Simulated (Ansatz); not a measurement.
# UCCSDT(Q)/6-31G(d) (spherical functions) run of PH2 (SMILES [PH2])

What is the vertical doublet–quartet gap of PH2 at UCCSDT(Q)/6-31G* (spherical functions)? 

The results are computed with Ansatz 0.2.0.

39 further runs of the same task are left out: 39 set aside as unsound or not needed.

## (1) The structure to begin with

PH2: 3 atoms, total charge 0, spin state doublet. SMILES: `[PH2]`. The shape is that of a PBE0-D4/def2-TZVP optimisation.

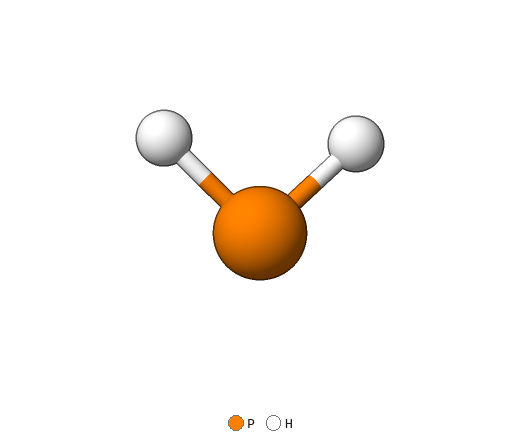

Viewed from a chosen angle; phosphorus orange, hydrogen white.

## (2) The energy at UCCSDT(Q)/6-31G(d) (spherical functions)

job.yaml reads:

```yaml
crystal:
  periodic: [false, false, false]
  atoms:
    - {symbol: P, position_ang: [0.525730, -0.309370, 0.258210]}
    - {symbol: H, position_ang: [0.114640, 1.051490, 0.176750]}
    - {symbol: H, position_ang: [-0.640370, -0.742120, -0.434970]}
basis:
  gaussian:
    orbitals: 6-31G_st_-spherical.json
total_charge: 0
magnetization:
  spin_polarized: true
  initial_magnetization: 1
correlation:
  method: ccsdt_q
  frozen_orbitals: {H: 0, P: 5}
accuracy: high
scf:
  omitted_lower_state_checks: [cluster_reference, increment]
```

The basis set 6-31G* is read from a file made from the Basis Set Exchange's data (not shown).

Command:

```console
$ ansatz run job.yaml --threads 1 --pin off --max-ram 3480MiB --events-out events.jsonl --progress --plain --runs-dir runs
```

The program printed, cut to the lines that bear on the results:

```text
Warning: RAYON_NUM_THREADS=1 ignored (pool sized by the plan → 1); use --threads N
Functional definition: HF
  name "HF"
[...]
380 factors; integrals over basis functions are off by at most 3.4e-9 eV
[...]
mean field -9302.15671198 eV, -341.8479539369 hartree, gradient 1.3e-8 eV, S^2 0.762701; 0 other end points of the search recorded, 0 dependent functions left out
5 core orbitals not correlated: weight in the atoms' cores, before any rotation towards them, 1.000 or more for the frozen orbitals, at most 0.000 for the correlated occupied ones
reference -9302.15671198 eV, -341.8479539369 hartree; 4, 3 occupied and 13, 14 virtual orbitals, 380 factors
second order -2.31679578 eV of doubles, -0.00000000 eV of singles
cycle   1  -2.77541272 eV  change   -4.6e-1 eV  update   5.6e-2
[...]
cycle  20  -3.04791716 eV  change   2.2e-10 eV  update  4.4e-10
perturbative correction -0.00148723 eV, -0.0000546548 hartree
Total energy: -9305.20611637 eV, -341.9600174812 hartree
Checks for a lower state left out: cluster_reference, increment
```

Run time: 2.4 s. Hardware: 1 thread of Arm Neoverse V1, shared host; peak memory 0.096 GiB.

## (3) The quartet at the same level

molecule.yaml reads:

```yaml
crystal:
  periodic: [false, false, false]
  atoms:
    - {symbol: P, position_ang: [0.525730, -0.309370, 0.258210]}
    - {symbol: H, position_ang: [0.114640, 1.051490, 0.176750]}
    - {symbol: H, position_ang: [-0.640370, -0.742120, -0.434970]}
basis:
  gaussian:
    orbitals: 6-31G_st_-spherical.json
accuracy: high
scf:
  omitted_lower_state_checks: [cluster_reference, increment]
correlation:
  method: ccsdt_q
  frozen_orbitals: {H: 0, P: 5}
magnetization:
  spin_polarized: true
  initial_magnetization: 3
```

The basis set 6-31G* is read from a file made from the Basis Set Exchange's data (not shown).

Command:

```console
$ ansatz run molecule.yaml --threads 1 --pin off --max-ram 3480MiB --events-out events.jsonl --progress --plain --runs-dir runs
```

The program printed, cut to the lines that bear on the results:

```text
Warning: RAYON_NUM_THREADS=1 ignored (pool sized by the plan → 1); use --threads N
[... 2 set-up lines as earlier in the session ...]
[...]
382 factors; integrals over basis functions are off by at most 3.4e-9 eV
[...]
mean field -9296.41167897 eV, -341.6368278679 hartree, gradient 8.5e-8 eV, S^2 3.756341; 2 other end points of the search recorded, 0 dependent functions left out
5 core orbitals not correlated: weight in the atoms' cores, before any rotation towards them, 1.000 or more for the frozen orbitals, at most 0.000 for the correlated occupied ones
reference -9296.41167897 eV, -341.6368278679 hartree; 5, 2 occupied and 12, 15 virtual orbitals, 382 factors
second order -1.82602530 eV of doubles, -0.00000000 eV of singles
cycle   1  -2.22778278 eV  change   -4.0e-1 eV  update   5.5e-2
[...]
cycle  22  -2.53872373 eV  change   3.7e-10 eV  update  4.4e-10
perturbative correction -0.00159437 eV, -0.0000585921 hartree
Total energy: -9298.95199707 eV, -341.7301828362 hartree
Checks for a lower state left out: cluster_reference, increment
```

It took 2.2 s on 1 thread of Arm Neoverse V1, shared host; peak memory 0.094 GiB.

## (4) Results

Level: UCCSDT(Q)/6-31G* (spherical functions), 5 core orbitals frozen.

| quantity | value |
| --- | --- |
| doublet: total energy | -341.96002 Eh |
| doublet: correlation energy (5 core orbitals frozen) | -112.1 mEh |
| doublet: ⟨S²⟩ of the reference determinant | 0.763 |
| doublet: T1 diagnostic | 0.011 |
| quartet: total energy | -341.73018 Eh |
| quartet: correlation energy (5 core orbitals frozen) | -93.4 mEh |
| quartet: ⟨S²⟩ of the reference determinant | 3.756 |
| quartet: T1 diagnostic | 0.018 |
| vertical energy of the quartet above the doublet | 6.254 eV |

At this shape the quartet lies 6.25 eV (144 kcal/mol) above the doublet.
